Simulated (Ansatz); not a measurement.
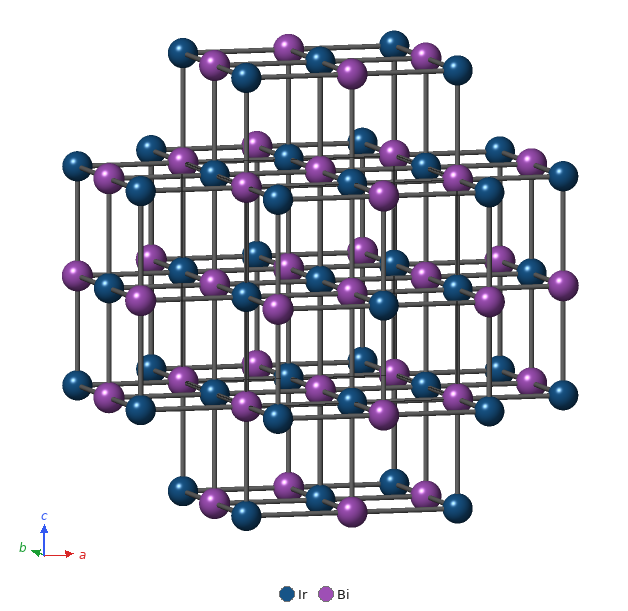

Structure drawing (ball-and-stick), viewed slightly off an axis. The conventional unit cell is outlined; an atom on or near a face, edge or corner is repeated at each equivalent position. Neighbours across the faces are drawn wherever a bond reaches them.

BiIr, rock salt (NaCl type), space group Fm-3m (No. 225), a = 5.626 Å, b = 5.626 Å, c = 5.626 Å, α = 90.00°, β = 90.00°, γ = 90.00°. Starting structure: a structure type filled with these elements by a generator (whether the compound takes this form wasn't checked). Earlier steps of the study, as a rule a relaxation of our own, may have changed the cell and positions, so they can lie some per cent off the listed ones. It was run through Ansatz as a DFT input.

This one geometry was computed with Ansatz (DFT, plane waves, PAW) at five levels of theory: PBEsol, LDA, PBE with spin-orbit coupling, r2SCAN and PBE.

Q: Which level gives the highest pressure at this volume, and what does that say about its equilibrium volume?

A: Highest: PBE with spin-orbit coupling (1.2 GPa), which points to the largest equilibrium volume. Lowest, with the smallest volume: LDA (-8.0 GPa). Levels within 0.5 GPa of each other can't be told apart.

Q: How does the band gap change with the level of theory?

A: All levels give a metal.

Q: Collect the results in a table.

A:
| level | cutoff (eV) | k-mesh of the run's cell | gap (eV) | pressure (GPa) |
| --- | --- | --- | --- | --- |
| PBEsol | 420 | 10×10×10 | metal | -5.4 |
| LDA | 420 | 10×10×10 | metal | -8.0 |
| PBE with spin-orbit coupling | 420 | 10×10×10 | metal | 1.2 |
| r2SCAN | 500 | 10×10×10 | metal | -3.6 |
| PBE | 420 | 10×10×10 | metal | 0.0 |

Gaps are taken on the k-mesh or band path of each run.
